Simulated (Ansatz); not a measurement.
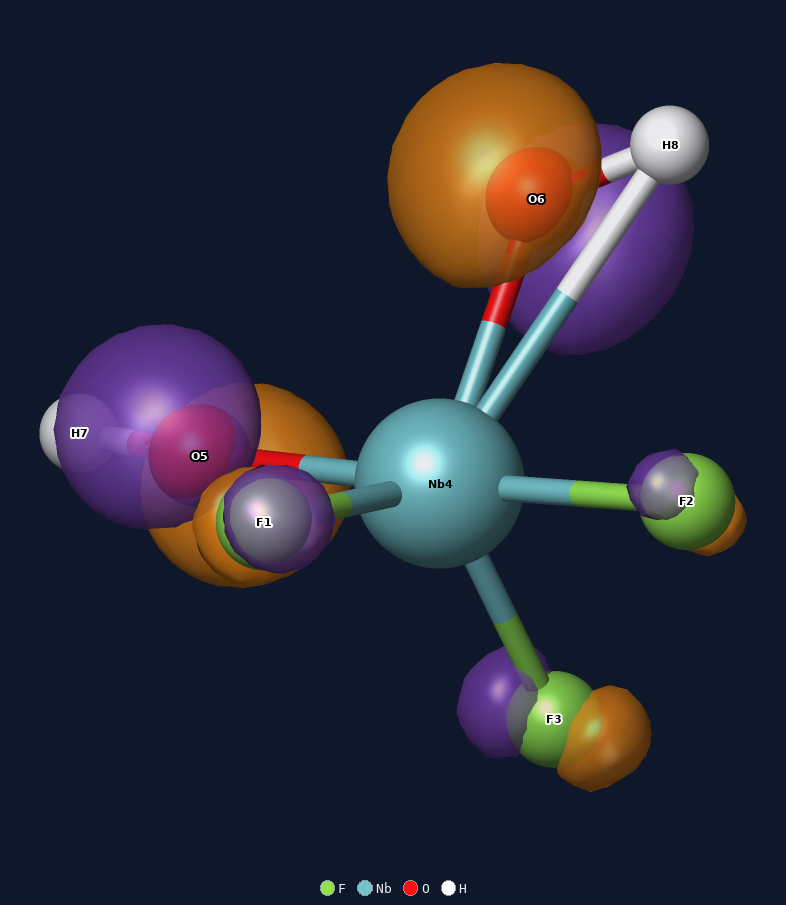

Figure. F$_{3}$H$_{2}$NbO$_{2}$. The HOMO−1 at ±0.2 Å⁻³ᐟ² (orange and purple are the two phases), seen at a tilt.

Geometry: PBE0-D4/def2-SVP; core potentials replace the inner electrons of Nb.

These are results of isolated molecule in a Gaussian basis; Kohn-Sham density functional theory, functional PBE0 in Ansatz 0.2.0, not measurements.

| atom | x (Å) | y (Å) | z (Å) |
| --- | --- | --- | --- |
| F | -1.8066 | 0.2651 | -0.9505 |
| F | 0.3800 | 1.6287 | -1.2769 |
| F | 0.0618 | 1.6687 | 1.3007 |
| Nb | -0.2199 | 0.3749 | 0.0026 |
| O | -0.7585 | -0.8951 | 1.2415 |
| O | 1.2290 | -0.6912 | -0.5353 |
| H | -0.9947 | -1.5826 | 1.8663 |
| H | 1.8141 | -0.3571 | -1.2290 |

Question: Where does this orbital lie, and at what energy?

Answer: It lies mainly on O6 (about 40 %) and O5 (about 35 %); largely a combination of lone pairs on O6 and O5. Its energy is −10.38 eV.
